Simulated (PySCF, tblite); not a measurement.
# C4H11BO2: dynamics, then NMR shifts on frames, part 2 of 2

tblite 0.8.0 and PySCF 2.14.0. Atoms count from 0. Earlier steps stand in the parts before.

### Step 5. Nuclear shieldings: 625 fs, PBE0/pcSseg-1

Job settings and geometry (Å):

```
{"job": {"kind": "nmr", "xc": "PBE0", "basis": "pcSseg-1", "pop": false}, "charge": 0, "multiplicity": 1}
C      2.112800    -2.312000     1.502400
B      1.279900    -1.065800     1.035200
O      1.497900     0.085800     1.743900
O      0.475100    -1.058300    -0.074800
C     -0.215700     0.150300    -0.519300
C      0.461900     0.498200    -1.856600
C     -1.606200    -0.229000    -0.814200
H      1.806800    -3.224600     1.328200
H      2.408600    -2.114000     2.585100
H      3.005300    -2.249900     0.921600
H      2.166000    -0.137500     2.320400
H     -0.107400     0.788000     0.418000
H     -0.109100     1.462100    -2.199200
H      1.510600     0.739500    -1.541100
H      0.417900    -0.434900    -2.462500
H     -2.022100    -0.372700     0.173300
H     -2.036600     0.658600    -1.258200
H     -1.862400    -1.067800    -1.368600
```

Method: GIAO PBE0/pcSseg-1 NMR shielding, non-relativistic, gas phase.

What it wrote:

```text
coarse grid: 14424 points
cycle   1  E = -333.7620230198  dE =  8.331e-01  |g| = 9.094e-01  |ddm| = 3.475e+00
cycle   2  E = -333.6328085971  dE =  1.292e-01  |g| = 1.253e+00  |ddm| = 1.467e+00
cycle   3  E = -333.9192825697  dE = -2.865e-01  |g| = 1.439e-01  |ddm| = 9.196e-01
cycle   4  E = -333.9230436557  dE = -3.761e-03  |g| = 4.097e-02  |ddm| = 1.056e-01
cycle   5  E = -333.9233004371  dE = -2.568e-04  |g| = 1.707e-02  |ddm| = 3.267e-02
cycle   6  E = -333.9233541556  dE = -5.372e-05  |g| = 2.932e-03  |ddm| = 1.237e-02
cycle   7  E = -333.9233558777  dE = -1.722e-06  |g| = 5.072e-04  |ddm| = 2.401e-03
final grid: 137552 points
cycle   8  E = -333.9831311278  dE = -4.051e-05  |g| = 1.091e-02  |ddm| = 2.706e-02
cycle   9  E = -333.9831087019  dE =  2.243e-05  |g| = 1.563e-02  |ddm| = 1.586e-02
cycle  10  E = -333.9831546813  dE = -4.598e-05  |g| = 1.482e-03  |ddm| = 9.403e-03
cycle  11  E = -333.9831551194  dE = -4.381e-07  |g| = 2.596e-04  |ddm| = 1.184e-03
cycle  12  E = -333.9831551292  dE = -9.817e-09  |g| = 1.362e-04  |ddm| = 2.611e-04
cycle  13  E = -333.9831551324  dE = -3.212e-09  |g| = 2.417e-05  |ddm| = 8.985e-05
cycle  14  E = -333.9831551325  dE = -1.148e-10  |g| = 5.401e-06  |ddm| = 2.217e-05
converged SCF energy = -333.9831551325

GIAO shielding tensors (ppm)
atom      isotropic    diamagn.    paramagn.     s11        s22        s33       span
  0 C      187.109     254.799     -67.690    167.942    189.124    204.261     36.319
  1 B       69.388     193.870    -124.482     51.961     65.693     90.508     38.547
  2 O      201.108     390.163    -189.055     70.393    258.184    274.748    204.355
  3 O      154.216     398.937    -244.721     50.436    160.850    251.362    200.926
  4 C      107.996     246.206    -138.210     65.518    112.961    145.509     79.991
  5 C      145.468     252.233    -106.765    125.292    141.354    169.757     44.465
  6 C      165.742     249.910     -84.168    145.081    160.909    191.236     46.156
  7 H       34.127      34.591      -0.463     29.471     31.655     41.257     11.786
  8 H       30.948      28.992       1.956     26.340     30.036     36.467     10.127
  9 H       31.892      31.221       0.671     28.520     29.802     37.353      8.833
 10 H       29.724      35.580      -5.856     23.020     28.876     37.277     14.258
 11 H       25.100      32.394      -7.294     20.210     26.601     28.490      8.280
 12 H       28.223      28.456      -0.233     24.559     26.135     33.975      9.416
 13 H       29.002      30.602      -1.600     24.741     28.444     33.821      9.080
 14 H       28.954      30.269      -1.315     26.886     27.802     32.176      5.290
 15 H       30.411      31.718      -1.307     25.290     29.159     36.784     11.494
 16 H       31.063      31.244      -0.181     26.622     29.131     37.436     10.814
 17 H       31.316      32.421      -1.104     28.620     29.081     36.247      7.626
```

It took 20 s on 1 thread of Arm Neoverse V2, shared host; peak memory 0.81 GiB.

In short: δ C4 78.9, C5 41.5, C6 21.2, C0 -0.2, H11 6.62, H12 3.49 ppm.

### Step 6. NMR shieldings: 800 fs, PBE0/pcSseg-1

Job settings and geometry (Å):

```
{"job": {"kind": "nmr", "xc": "PBE0", "basis": "pcSseg-1", "pop": false}, "charge": 0, "multiplicity": 1}
C      1.800000    -2.547500     1.633200
B      1.350300    -1.186100     0.902800
O      1.974700     0.056600     1.119700
O      0.502900    -1.209200    -0.071200
C     -0.213800    -0.034600    -0.628000
C      0.610400     0.662000    -1.654900
C     -1.701600    -0.474900    -0.788200
H      0.933600    -3.227200     1.522000
H      2.148000    -2.430700     2.698400
H      2.593200    -2.901200     1.051900
H      2.803500    -0.093700     1.626000
H     -0.193400     0.655000     0.300200
H      0.348500     0.455600    -2.724200
H      0.609400     1.688900    -1.674800
H      1.695300     0.472900    -1.531900
H     -2.212500    -0.630200     0.221400
H     -2.268900     0.271800    -1.297700
H     -1.747700    -1.494600    -1.159200
```

With the program's defaults for keys left out, this is: GIAO PBE0/pcSseg-1 NMR shielding, non-relativistic, gas phase.

What it wrote:

```text
coarse grid: 14424 points
cycle   1  E = -333.7716161457  dE =  6.526e-01  |g| = 9.096e-01  |ddm| = 3.468e+00
cycle   2  E = -333.6310539284  dE =  1.406e-01  |g| = 1.279e+00  |ddm| = 1.539e+00
cycle   3  E = -333.9296545264  dE = -2.986e-01  |g| = 1.161e-01  |ddm| = 9.756e-01
cycle   4  E = -333.9322593320  dE = -2.605e-03  |g| = 3.581e-02  |ddm| = 9.270e-02
cycle   5  E = -333.9325285661  dE = -2.692e-04  |g| = 1.004e-02  |ddm| = 2.677e-02
cycle   6  E = -333.9325442287  dE = -1.566e-05  |g| = 3.780e-03  |ddm| = 8.389e-03
cycle   7  E = -333.9325467326  dE = -2.504e-06  |g| = 4.489e-04  |ddm| = 2.483e-03
final grid: 137552 points
cycle   8  E = -333.9930474108  dE = -3.756e-05  |g| = 1.214e-02  |ddm| = 2.818e-02
cycle   9  E = -333.9930185849  dE =  2.883e-05  |g| = 1.761e-02  |ddm| = 1.755e-02
cycle  10  E = -333.9930762089  dE = -5.762e-05  |g| = 1.383e-03  |ddm| = 1.045e-02
cycle  11  E = -333.9930766174  dE = -4.085e-07  |g| = 2.407e-04  |ddm| = 1.172e-03
cycle  12  E = -333.9930766250  dE = -7.566e-09  |g| = 1.445e-04  |ddm| = 2.565e-04
cycle  13  E = -333.9930766286  dE = -3.615e-09  |g| = 2.797e-05  |ddm| = 1.042e-04
cycle  14  E = -333.9930766288  dE = -1.561e-10  |g| = 6.397e-06  |ddm| = 2.499e-05
converged SCF energy = -333.9930766288

GIAO shielding tensors (ppm)
atom      isotropic    diamagn.    paramagn.     s11        s22        s33       span
  0 C      184.738     257.762     -73.024    170.841    187.229    196.143     25.302
  1 B       71.685     196.654    -124.969     54.174     71.798     89.085     34.911
  2 O      195.088     390.735    -195.647     83.756    236.838    264.671    180.916
  3 O      150.341     399.311    -248.970     64.040    138.792    248.190    184.150
  4 C      112.411     248.319    -135.908     72.449    104.017    160.767     88.318
  5 C      169.930     244.275     -74.345    146.573    166.061    197.155     50.583
  6 C      159.979     245.836     -85.857    141.256    148.478    190.204     48.948
  7 H       30.757      31.368      -0.611     25.892     30.031     36.348     10.456
  8 H       30.755      29.242       1.513     26.800     28.482     36.983     10.183
  9 H       32.363      31.398       0.965     28.772     30.345     37.972      9.200
 10 H       27.978      30.953      -2.975     22.081     25.784     36.069     13.988
 11 H       25.315      33.169      -7.854     23.061     25.857     27.027      3.966
 12 H       29.862      27.961       1.900     25.648     27.571     36.367     10.718
 13 H       31.597      31.641      -0.043     27.718     28.493     38.581     10.863
 14 H       29.270      29.661      -0.391     24.007     29.478     34.326     10.319
 15 H       28.874      29.527      -0.653     25.158     27.058     34.407      9.249
 16 H       30.795      29.553       1.242     26.344     28.439     37.603     11.259
 17 H       29.725      29.273       0.452     26.587     27.951     34.637      8.051
```

Run time: 20 s. Hardware: 1 thread of Arm Neoverse V2, shared host; peak memory 0.81 GiB.

In short: δ C4 74.5, C6 26.9, C5 17.0, C0 2.2, H11 6.40, H10 3.74 ppm.

### Step 7. Nuclear shieldings: 1000 fs, PBE0/pcSseg-1

Job settings and geometry (Å):

```
{"job": {"kind": "nmr", "xc": "PBE0", "basis": "pcSseg-1", "pop": false}, "charge": 0, "multiplicity": 1}
C      2.522300    -2.259500     1.184500
B      1.547900    -1.097700     0.786500
O      1.848100     0.176300     1.268700
O      0.421000    -1.269800    -0.002100
C     -0.404200    -0.294100    -0.577100
C      0.385600     0.986900    -1.211500
C     -1.078600    -0.984100    -1.767500
H      2.250800    -2.805400     2.107800
H      3.554700    -2.085200     1.292400
H      2.315100    -2.986500     0.329800
H      2.635700     0.009200     1.768600
H     -1.141900     0.052900     0.191700
H      0.640300     0.765900    -2.235200
H     -0.208300     1.771000    -1.053300
H      1.235700     0.921500    -0.552600
H     -1.720600    -1.838500    -1.600300
H     -1.590500    -0.237200    -2.440000
H     -0.414200    -1.377800    -2.550200
```

Level: GIAO PBE0/pcSseg-1 NMR shielding, non-relativistic, gas phase.

What it wrote:

```text
coarse grid: 14424 points
cycle   1  E = -333.7781372545  dE =  6.789e-01  |g| = 8.804e-01  |ddm| = 3.458e+00
cycle   2  E = -333.6657586130  dE =  1.124e-01  |g| = 1.198e+00  |ddm| = 1.334e+00
cycle   3  E = -333.9260119150  dE = -2.603e-01  |g| = 1.150e-01  |ddm| = 8.174e-01
cycle   4  E = -333.9286029120  dE = -2.591e-03  |g| = 3.238e-02  |ddm| = 8.983e-02
cycle   5  E = -333.9288338832  dE = -2.310e-04  |g| = 7.490e-03  |ddm| = 2.608e-02
cycle   6  E = -333.9288436551  dE = -9.772e-06  |g| = 3.704e-03  |ddm| = 8.051e-03
cycle   7  E = -333.9288461594  dE = -2.504e-06  |g| = 6.659e-04  |ddm| = 2.564e-03
final grid: 137552 points
cycle   8  E = -333.9880026486  dE = -4.515e-05  |g| = 1.051e-02  |ddm| = 2.510e-02
cycle   9  E = -333.9879854914  dE =  1.716e-05  |g| = 1.431e-02  |ddm| = 1.496e-02
cycle  10  E = -333.9880251011  dE = -3.961e-05  |g| = 1.276e-03  |ddm| = 8.675e-03
cycle  11  E = -333.9880254239  dE = -3.228e-07  |g| = 2.206e-04  |ddm| = 1.061e-03
cycle  12  E = -333.9880254320  dE = -8.125e-09  |g| = 1.174e-04  |ddm| = 2.280e-04
cycle  13  E = -333.9880254344  dE = -2.401e-09  |g| = 3.158e-05  |ddm| = 8.549e-05
cycle  14  E = -333.9880254346  dE = -1.802e-10  |g| = 6.362e-06  |ddm| = 2.482e-05
converged SCF energy = -333.9880254346

GIAO shielding tensors (ppm)
atom      isotropic    diamagn.    paramagn.     s11        s22        s33       span
  0 C      187.022     255.415     -68.392    176.632    184.769    199.666     23.034
  1 B       67.545     192.442    -124.897     49.863     65.646     87.126     37.263
  2 O      166.697     389.202    -222.505     27.077    221.915    251.100    224.023
  3 O      176.032     395.154    -219.122     75.447    186.618    266.032    190.585
  4 C      112.135     241.039    -128.904     80.953    102.505    152.948     71.995
  5 C      159.439     254.253     -94.814    140.001    148.954    189.363     49.361
  6 C      158.295     243.493     -85.198    135.256    146.688    192.941     57.685
  7 H       30.725      29.302       1.423     26.970     27.821     37.384     10.414
  8 H       32.436      30.798       1.637     28.452     30.086     38.770     10.318
  9 H       29.930      29.003       0.927     24.780     29.619     35.392     10.612
 10 H       28.135      32.599      -4.464     21.398     28.030     34.976     13.578
 11 H       26.607      30.924      -4.318     23.042     25.787     30.991      7.949
 12 H       31.169      32.610      -1.440     27.788     30.480     35.239      7.451
 13 H       32.290      34.801      -2.512     28.872     30.103     37.894      9.022
 14 H       28.244      32.929      -4.685     20.769     28.307     35.656     14.887
 15 H       30.235      28.800       1.435     26.073     27.076     37.555     11.482
 16 H       29.871      28.264       1.607     25.685     27.925     36.003     10.318
 17 H       30.025      29.943       0.083     27.619     28.121     34.335      6.716
```

Wall time 20 s (1 thread of Arm Neoverse V2, shared host); peak memory 0.81 GiB.

This run: δ C4 74.8, C6 28.6, C5 27.5, C0 -0.1, H11 5.11, H10 3.58 ppm.

### Step 8. Side by side: NMR shifts

Shifts (ppm) of some atoms, chosen among heavy atoms and hydrogens apart, with basis size and wall time:

| frame | C5 | C6 | C0 | H7 | H9 | O3 | O2 | functions | time |
| --- | --- | --- | --- | --- | --- | --- | --- | --- | --- |
| 250 fs | 41.3 | 22.8 | 5.3 | 0.33 | -0.22 | 168.3 | 135.2 | 174 | 20 s |
| 425 fs | 27.0 | 36.3 | -5.9 | -0.85 | -1.86 | 157.3 | 123.8 | 174 | 20 s |
| 625 fs | 41.5 | 21.2 | -0.2 | -2.41 | -0.17 | 181.9 | 135.0 | 174 | 20 s |
| 800 fs | 17.0 | 26.9 | 2.2 | 0.96 | -0.65 | 185.7 | 141.0 | 174 | 20 s |
| 1000 fs | 27.5 | 28.6 | -0.1 | 0.99 | 1.79 | 160.0 | 169.4 | 174 | 20 s |

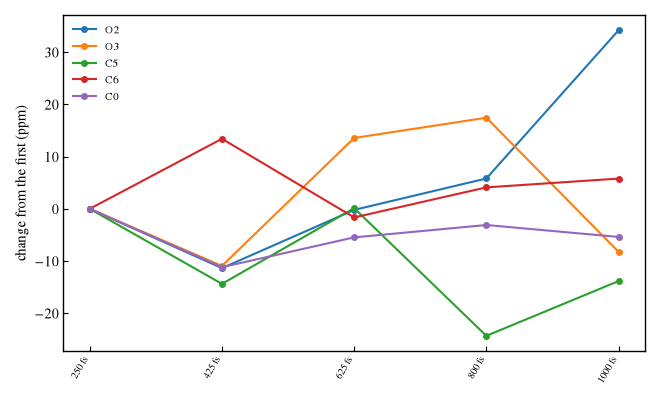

How five of the tabulated atoms move from run to run.

### Step 9. What came out

The summary covers parts 1 to 2.

| quantity | value |
| --- | --- |
| thermostat | 600 K |
| mean temperature, second half | 620 K |
| mean potential energy above the minimum | 1.33 eV |
| 13C shifts against TMS (PBE0/pcSseg-1, 250 fs) | 70.3, 41.3, 22.8, 5.3 ppm |
| 1H shifts against TMS (PBE0/pcSseg-1, 250 fs) | 5.62, 3.48, 3.41, 2.69, 2.69, 2.00, 0.86, 0.80, 0.73, 0.33, -0.22 ppm |
| 11B shifts against BF3·OEt2 (PBE0/pcSseg-1, 250 fs) | 31.6 ppm |
| 17O shifts against H2O (PBE0/pcSseg-1, 250 fs) | 168.3, 135.2 ppm |
| range of the shift of O2 | 123.8 to 169.4 ppm |

In words: In the second half the potential energy averages 1.33 eV above the minimum; equipartition over 48 harmonic modes at 600 K would give 1.24 eV. With 18 atoms the temperature swings widely (218 to 835 K). Shifts at one fixed geometry are not the observed spectrum, which averages over the motion. Across the 5 runs the shift of O2 moves most, between 123.8 (425 fs) and 169.4 ppm (1000 fs).
